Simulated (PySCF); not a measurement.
## Electronic structure of C₆H₇BS (SMILES B1\C=C/C=C\C=C/S1) in real space

```xyz
15

B     1.2978    1.4085   -0.5196
C     1.6109    0.2578    0.4733
C     1.1265   -0.9837    0.4474
C     0.1221   -1.4789   -0.4995
C    -1.1272   -1.0368   -0.5671
C    -1.6908   -0.0087    0.3150
C    -1.3994    1.2813    0.3190
S    -0.2899    2.1065   -0.8093
H     2.1664    1.9253   -1.1133
H     2.3914    0.4625    1.2012
H     1.5160   -1.7421    1.1203
H     0.4412   -2.3018   -1.1292
H    -1.8343   -1.4899   -1.2520
H    -2.4421   -0.3685    1.0110
H    -1.8932    1.9763    0.9808
```

Geometry: GFN2-xTB.

Theory: PySCF, PBE0/pcSseg-1, SCF density, gas phase, non-relativistic.

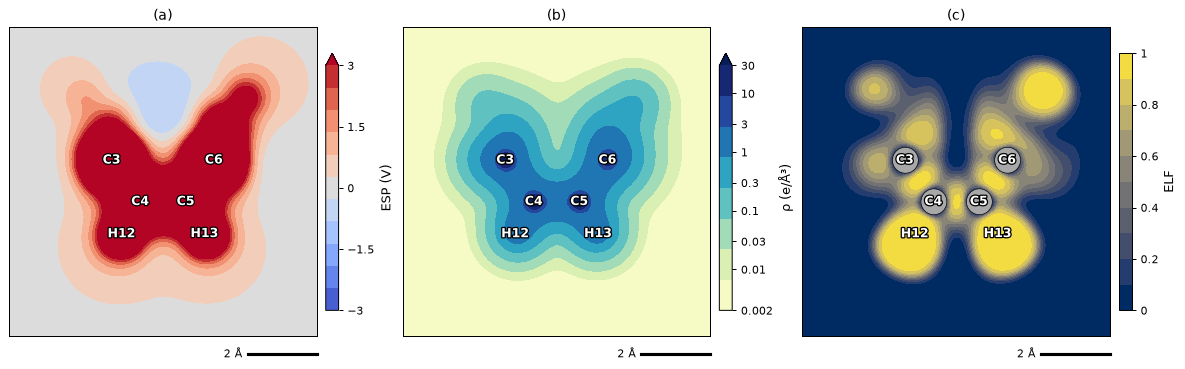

Figure 1. (a) molecular electrostatic potential; (b) electron density; (c) ELF on the plane of atoms C3, C4 and H12. Grey discs cover the atomic cores in the ELF map.

**What do the fields say about this system?**

The section cuts through C and H sites. C–C (1.33 Å): ρ is about 2.3 e/Å³ halfway; the ELF peaks at about 0.95 between the atoms; a short, multiple covalent bond. C–H (1.08 Å): the density is about 2 e/Å³ at the midpoint; the ELF climbs to about 1 towards the hydrogen, as it does in any bond to H: a covalent bond by its length. C–C (1.47 Å): the density is about 1.8 e/Å³ at the midpoint; the ELF peaks at about 0.95 between the atoms (a covalent bond). Outside the dense part of the molecule the potential is most negative (−0.8 V) near C2, which lies off the plane.

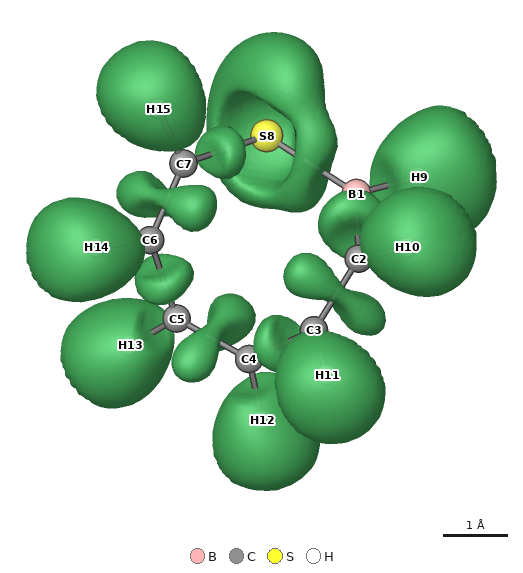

Figure 2. Isosurface of the ELF at 0.8 (green), seen across its widest extent. Core shells and regions of very low density are left out.

**Where are the electrons localised?**

The surface consists of one region between bonded B–C atoms (shared pairs), five regions between bonded C–C atoms (shared pairs), one region between bonded C–S atoms (shared pairs), seven regions around hydrogen nuclei and one region on S in which the atom's valence shell and bonds are merged. Profiles from the grid: C–C (1.32 Å): the ELF peaks at about 0.95 between the atoms: a short, multiple covalent bond. C–B (1.55 Å): the ELF peaks at about 1 between the atoms, as expected for a shared electron pair.

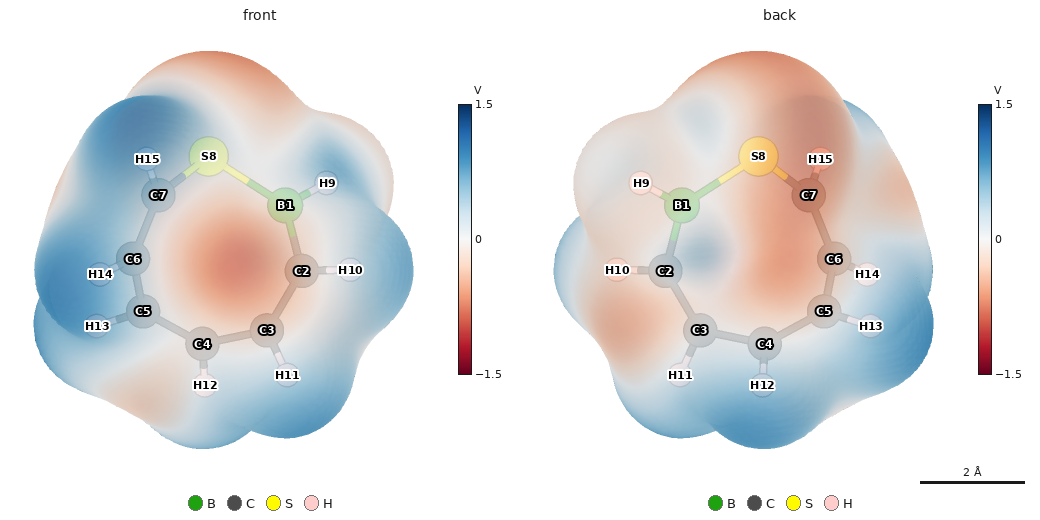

Figure 3. The molecular electrostatic potential painted on the density surface at 0.002 e/bohr³, seen from the front and from behind; red is negative and blue positive.

**Which sites attract a positive test charge, and which a negative one?**

A positive charge is drawn to the negative regions and a negative charge to the positive ones. The most negative region (about −0.8 V, or −18 kcal/mol for a unit charge) lies over the π face of C2, C3, C6 and C7, the most positive (about +1.0 V, or +23 kcal/mol for a unit charge) over H14 and H15.

**What dipole moment does the calculation give?**

Its dipole moment is 1.93 D.
